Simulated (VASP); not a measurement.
Band structure of CsBr (CsCl type). Calculation: LDA (Ceperley-Alder, Perdew-Zunger), VASP's LDA PAW potentials (set 64) (plane waves; VASP).

Unless said otherwise, spin-orbit coupling is left out, though it shifts the bands of the heavy elements here.

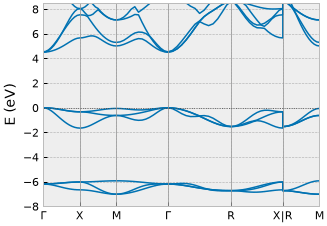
*Bands along high-symmetry lines, zero at the valence-band maximum or, without a gap, the Fermi level*

**Question.** Read the plot: is there a gap, and where are the band edges?

**Answer.** The gap is direct, 4.51 eV, from the valence maximum at Γ to the conduction minimum at Γ. (Edges off the drawn lines would not show.)

Measured: gap 7.30 eV (computed value off by -2.79 eV), as given by Aguado et al., (1998), arXiv:cond-mat/9809176.

The compound is CsBr in the CsCl type structure. It was relaxed first, which changed the volume by -10 %.
